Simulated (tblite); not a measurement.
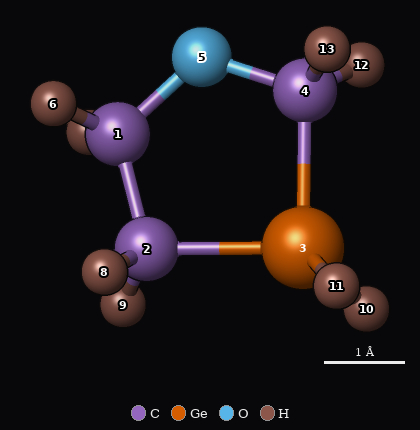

Fig. 1: The structure as given in the input (ball-and-stick view, seen at a tilt; atoms are numbered from 1 in the order of the input). Sticks mark near contacts. Bond lengths as drawn: C–C 1.53 Å, C–Ge 1.98 Å, C–H 1.09 to 1.10 Å, C–O 1.41 to 1.43 Å and Ge–H 1.50 Å.

## Saddle-point search, with input and output: C3H8GeO

System: C3H8GeO, SMILES C1[CH2][GeH2][CH2]O1.
Method: GFN2-xTB saddle search (eigenvector following) and harmonic vibrations, gas phase (tblite 0.8.0).

Input:
```
{"job": {"xc": "GFN2-xTB", "basis": "xTB", "kind": "saddle"}, "charge": 0, "multiplicity": 1}
C     -1.361374     0.146298     0.360894
C     -0.394642     1.186398    -0.217624
Ge     1.345868     0.260390    -0.361171
C      0.486012    -1.446001     0.164089
O     -0.855850    -1.178574     0.506873
H     -2.251087     0.061412    -0.274348
H     -1.694766     0.458394     1.358212
H     -0.735917     1.522511    -1.195868
H     -0.348190     2.059040     0.430639
H      2.396184     0.752379     0.595798
H      1.939000     0.268798    -1.742524
H      0.973898    -1.911992     1.028178
H      0.500865    -2.179053    -0.653150
```

The first line tells a small driver script what to run in tblite; the rest is the geometry in Å.

Run on 1 CPU thread, shared host.

Launched with:
```bash
OMP_NUM_THREADS=1 python <driver script> task.json out
```

The program's output:
```
step      E/eV     max force
  0    -447.76632   0.0127
  1    -447.77080   0.0614
  2    -447.76793   0.0189
  3    -447.76991   0.0239
  4    -447.77216   0.0232
  5    -447.77563   0.0367
  6    -447.77949   0.0249
  7    -447.78491   0.0622
  8    -447.78174   0.0169
  9    -447.78488   0.0254
 10    -447.78801   0.0273
 11    -447.79106   0.0194
 12    -447.79487   0.0386
 13    -447.79809   0.0389
 14    -447.80040   0.0392
 15    -447.80150   0.0374
 16    -447.80165   0.0014
lowest wavenumbers (cm-1): -175.4 122.0 313.2 426.6 479.6 519.5
```

Trajectory as extended XYZ (Å, eV, eV/Å), 8 of the 12 frames kept, from step=0 to step=16:
```
13
Properties=species:S:1:pos:R:3:forces:R:3 step=0 energy=-447.76632
C    -1.3614    0.1463    0.3609    0.0020   0.0010   0.0020
C    -0.3946    1.1864   -0.2176    0.0000   0.0010  -0.0020
Ge    1.3459    0.2604   -0.3612    0.0000   0.0000   0.0040
C     0.4860   -1.4460    0.1641    0.0000  -0.0010   0.0000
O    -0.8559   -1.1786    0.5069   -0.0030  -0.0030  -0.0090
H    -2.2511    0.0614   -0.2743   -0.0030   0.0050   0.0070
H    -1.6948    0.4584    1.3582    0.0110  -0.0020   0.0060
H    -0.7359    1.5225   -1.1959   -0.0010  -0.0070  -0.0040
H    -0.3482    2.0590    0.4306   -0.0050   0.0070  -0.0090
H     2.3962    0.7524    0.5958   -0.0020   0.0050   0.0020
H     1.9390    0.2688   -1.7425    0.0030  -0.0010   0.0050
H     0.9739   -1.9120    1.0282   -0.0030  -0.0070  -0.0010
H     0.5009   -2.1791   -0.6531    0.0020   0.0020  -0.0030
13
Properties=species:S:1:pos:R:3:forces:R:3 step=2 energy=-447.76793
C    -1.3578    0.1487    0.3701    0.0030  -0.0040   0.0030
C    -0.3966    1.1830   -0.2268    0.0050  -0.0080  -0.0010
Ge    1.3481    0.2626   -0.3507    0.0010   0.0000   0.0030
C     0.4839   -1.4469    0.1569   -0.0010   0.0030  -0.0020
O    -0.8506   -1.1748    0.5236   -0.0020   0.0020   0.0030
H    -2.2546    0.0606   -0.2544   -0.0080  -0.0010   0.0030
H    -1.6790    0.4683    1.3687    0.0040   0.0030   0.0100
H    -0.7370    1.4958   -1.2127   -0.0040  -0.0040  -0.0180
H    -0.3593    2.0692    0.4026   -0.0020   0.0150  -0.0010
H     2.3862    0.7588    0.6171   -0.0010   0.0010   0.0080
H     1.9559    0.2721   -1.7254    0.0060   0.0020   0.0020
H     0.9754   -1.9343    1.0063    0.0040  -0.0080   0.0000
H     0.4852   -2.1633   -0.6753   -0.0030  -0.0010  -0.0110
13
Properties=species:S:1:pos:R:3:forces:R:3 step=4 energy=-447.77216
C    -1.3508    0.1537    0.3889   -0.0010   0.0060   0.0030
C    -0.4015    1.1758   -0.2472   -0.0070   0.0070  -0.0040
Ge    1.3518    0.2668   -0.3334    0.0010   0.0020   0.0030
C     0.4795   -1.4483    0.1415   -0.0010  -0.0060  -0.0010
O    -0.8460   -1.1713    0.5375    0.0080   0.0000   0.0000
H    -2.2683    0.0660   -0.2056    0.0050   0.0030   0.0140
H    -1.6372    0.4847    1.3951    0.0100   0.0010  -0.0050
H    -0.7405    1.4415   -1.2486    0.0040  -0.0150   0.0090
H    -0.3808    2.0887    0.3448   -0.0060  -0.0100  -0.0200
H     2.3634    0.7619    0.6633   -0.0070  -0.0010   0.0060
H     1.9925    0.2870   -1.6933    0.0050   0.0030   0.0090
H     0.9757   -1.9665    0.9697   -0.0050  -0.0020  -0.0150
H     0.4622   -2.1398   -0.7126   -0.0050   0.0110   0.0010
13
Properties=species:S:1:pos:R:3:forces:R:3 step=7 energy=-447.78491
C    -1.3309    0.1666    0.4320   -0.0070   0.0190   0.0030
C    -0.4122    1.1545   -0.2946   -0.0240   0.0270  -0.0140
Ge    1.3591    0.2771   -0.2930    0.0000   0.0040   0.0020
C     0.4684   -1.4486    0.1048    0.0000  -0.0180  -0.0010
O    -0.8333   -1.1625    0.5700    0.0180  -0.0020  -0.0050
H    -2.2930    0.0826   -0.0892    0.0250   0.0070   0.0250
H    -1.5334    0.5256    1.4501    0.0160  -0.0030  -0.0270
H    -0.7474    1.3054   -1.3230    0.0150  -0.0220   0.0490
H    -0.4333    2.1221    0.2046   -0.0070  -0.0480  -0.0390
H     2.3025    0.7687    0.7709   -0.0140  -0.0040   0.0020
H     2.0758    0.3233   -1.6138    0.0030   0.0030   0.0170
H     0.9721   -2.0380    0.8783   -0.0180   0.0100  -0.0320
H     0.4056   -2.0767   -0.7969   -0.0060   0.0260   0.0210
13
Properties=species:S:1:pos:R:3:forces:R:3 step=8 energy=-447.78174
C    -1.3358    0.1634    0.4213    0.0010   0.0030   0.0040
C    -0.4095    1.1598   -0.2828   -0.0030   0.0010  -0.0050
Ge    1.3573    0.2746   -0.3028    0.0010   0.0010   0.0040
C     0.4711   -1.4485    0.1139   -0.0010  -0.0020  -0.0030
O    -0.8364   -1.1647    0.5618    0.0030   0.0010   0.0020
H    -2.2868    0.0786   -0.1180    0.0000   0.0020   0.0120
H    -1.5591    0.5154    1.4364    0.0100   0.0030   0.0020
H    -0.7455    1.3387   -1.3045    0.0010  -0.0140  -0.0010
H    -0.4206    2.1139    0.2391   -0.0050  -0.0020  -0.0160
H     2.3179    0.7669    0.7442   -0.0070   0.0000   0.0090
H     2.0549    0.3143   -1.6334    0.0070   0.0030   0.0080
H     0.9728   -2.0204    0.9008   -0.0020  -0.0050  -0.0110
H     0.4196   -2.0921   -0.7761   -0.0050   0.0080  -0.0050
13
Properties=species:S:1:pos:R:3:forces:R:3 step=11 energy=-447.79106
C    -1.3201    0.1728    0.4501    0.0000   0.0040   0.0030
C    -0.4165    1.1428   -0.3151   -0.0050   0.0030  -0.0060
Ge    1.3614    0.2817   -0.2759    0.0010   0.0010   0.0030
C     0.4630   -1.4470    0.0886   -0.0010  -0.0030  -0.0030
O    -0.8266   -1.1582    0.5841    0.0040   0.0000   0.0010
H    -2.2990    0.0920   -0.0375    0.0030   0.0030   0.0130
H    -1.4850    0.5448    1.4696    0.0100   0.0020  -0.0020
H    -0.7498    1.2419   -1.3491    0.0020  -0.0140   0.0050
H    -0.4568    2.1290    0.1413   -0.0050  -0.0080  -0.0170
H     2.2710    0.7713    0.8169   -0.0080   0.0000   0.0070
H     2.1112    0.3401   -1.5768    0.0060   0.0030   0.0090
H     0.9680   -2.0665    0.8353   -0.0040  -0.0020  -0.0130
H     0.3792   -2.0446   -0.8314   -0.0050   0.0100  -0.0020
13
Properties=species:S:1:pos:R:3:forces:R:3 step=13 energy=-447.79809
C    -1.3040    0.1819    0.4760   -0.0050   0.0130   0.0020
C    -0.4228    1.1253   -0.3451   -0.0170   0.0160  -0.0090
Ge    1.3645    0.2880   -0.2523    0.0030   0.0030   0.0010
C     0.4552   -1.4445    0.0649   -0.0010  -0.0140   0.0000
O    -0.8163   -1.1520    0.6049    0.0140  -0.0020  -0.0050
H    -2.3066    0.1057    0.0375    0.0190   0.0050   0.0150
H    -1.4140    0.5731    1.4967    0.0090  -0.0030  -0.0210
H    -0.7542    1.1506   -1.3855    0.0100  -0.0110   0.0340
H    -0.4898    2.1366    0.0502   -0.0030  -0.0320  -0.0220
H     2.2224    0.7753    0.8834   -0.0110  -0.0040  -0.0020
H     2.1636    0.3647   -1.5227    0.0000   0.0020   0.0120
H     0.9618   -2.1069    0.7723   -0.0140   0.0090  -0.0210
H     0.3403   -1.9980   -0.8803   -0.0030   0.0170   0.0170
13
Properties=species:S:1:pos:R:3:forces:R:3 step=16 energy=-447.80165
C    -1.2835    0.1927    0.5030    0.0000   0.0000   0.0000
C    -0.4292    1.1034   -0.3771    0.0000   0.0010   0.0000
Ge    1.3669    0.2949   -0.2278    0.0000   0.0000   0.0000
C     0.4463   -1.4400    0.0391    0.0000   0.0000   0.0000
O    -0.8031   -1.1446    0.6275    0.0000   0.0000   0.0000
H    -2.3082    0.1234    0.1200    0.0000   0.0000   0.0000
H    -1.3329    0.6053    1.5197    0.0000   0.0000  -0.0010
H    -0.7581    1.0464   -1.4164    0.0000   0.0000   0.0010
H    -0.5266    2.1354   -0.0513    0.0000  -0.0010  -0.0010
H     2.1617    0.7780    0.9535    0.0000   0.0000   0.0000
H     2.2197    0.3939   -1.4601    0.0000   0.0000   0.0000
H     0.9512   -2.1475    0.6996    0.0000   0.0000   0.0000
H     0.2957   -1.9413   -0.9297    0.0000   0.0000   0.0000
```

Results in brief:

- outcome: converged
- total energy: −447.8017 eV
- point group: C1
- wall time: 3.8 s
- peak memory: 0.19 GiB
